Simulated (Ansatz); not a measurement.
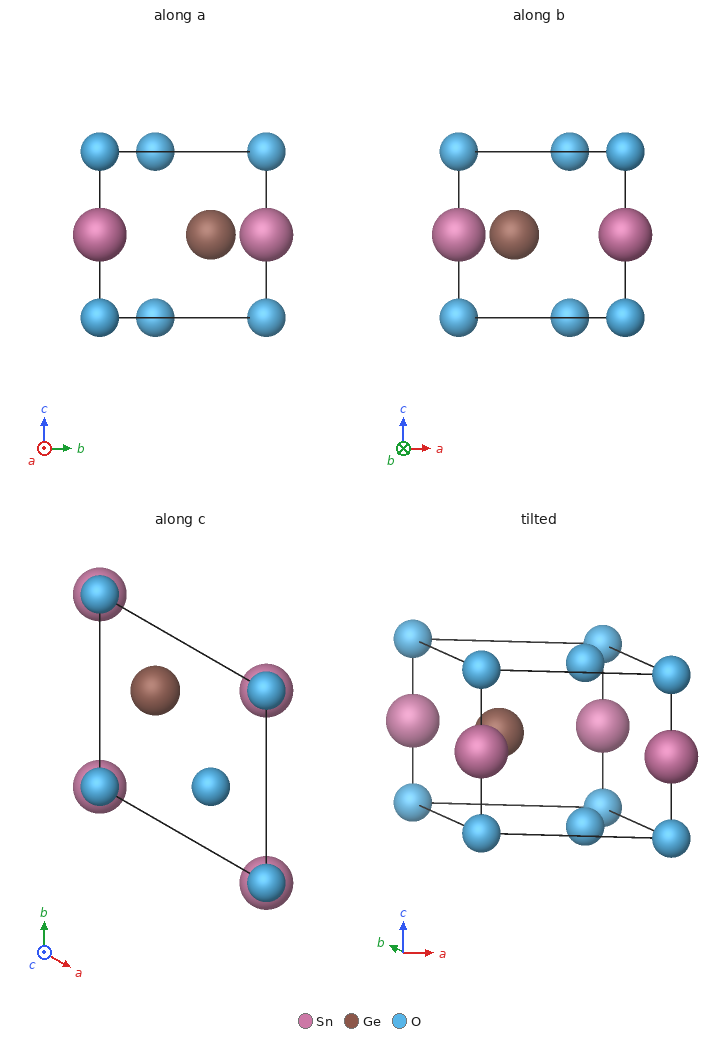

The crystal in a spheres-only representation, seen along the a axis, along the b axis, along the c axis and slightly off an axis. The box is the conventional unit cell; atoms on or close to its faces, edges and corners are drawn wherever they repeat.

Lattice parameters: a = 4.662 Å, b = 4.662 Å, c = 4.026 Å, α = 90.00°, β = 90.00°, γ = 120.00°.

Express the structure as a table of Wyckoff sites.

Space group P-6m2 (No. 187).
```json
{"atom": "Sn", "site": "1b", "x": "0.0000", "y": "0.0000", "z": "0.5000"}
{"atom": "Ge", "site": "1d", "x": "0.3333", "y": "0.6667", "z": "0.5000"}
{"atom": "O", "site": "1a", "x": "0.0000", "y": "0.0000", "z": "0.0000"}
{"atom": "O", "site": "1e", "x": "0.6667", "y": "0.3333", "z": "0.0000"}
```

The initial geometry was a random cell made by a generator, so it need not be a real form of the compound. Atoms and cell were optimised with DFT PBE, scalar-relativistic, plane waves, PAW in Ansatz.
